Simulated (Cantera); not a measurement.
Feed: 1 mol PbO, 1.1 mol C, 0.75 mol H2, 5 mol CO, at 1850 K.

These are equilibrium values from Cantera (NASA tables, ideal gas, pure condensed phases), not measurements of a reactor. Candidate condensed phases: C, C6H6, C7H8, C8H18, H2O, Pb, PbO, PbO2, Pb3O4; 113 gas species. Equilibrium is a limit: real reactors are often held back by kinetics, nucleation or transport.

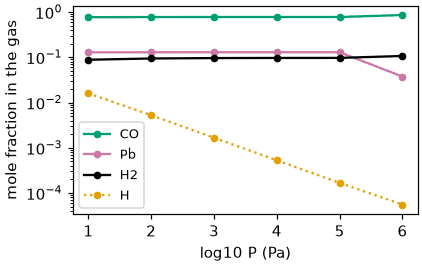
Fig. 1. Equilibrium gas composition (values under 1e-9 drawn at 1e-9)

Q: Read off the mole fractions at 1.00 bar.

A: CO about 0.77, Pb about 0.13, H2 about 0.097, H about 0.00017.
